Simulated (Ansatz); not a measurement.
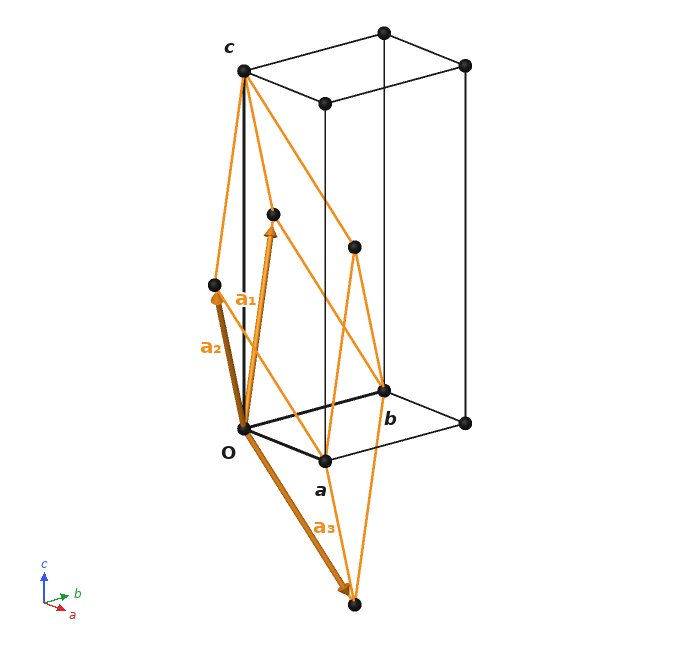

Crystal: Ga2SbP3, the end point of a relaxation with DFT, PBEsol, plane waves, PAW (Ansatz 0.2.0). The conventional cell (thin) and a primitive cell (coloured, vectors a₁, a₂, a₃), with the lattice points alone. All values are computed from the atomic coordinates in the standard setting (tolerance 0.002 Å).

a = 3.725 Å, b = 5.276 Å, c = 11.026 Å, α = 90.00°, β = 90.00°, γ = 90.00°.

Q: What is the centring, and how are the primitive vectors built?

A: I, body-centred orthorhombic, with lattice points at (0, 0, 0), (1/2, 1/2, 1/2). a₁ = −1/2 a + 1/2 b + 1/2 c; a₂ = 1/2 a − 1/2 b + 1/2 c; a₃ = 1/2 a + 1/2 b − 1/2 c.

Q: Give the primitive cell's size and content.

A: Edges 6.389, 6.389, 6.389 Å; angles 146.10°, 131.23°, 60.72°; volume 108.34 Å³, 1/2 of the conventional cell; 6 of its 12 atoms.
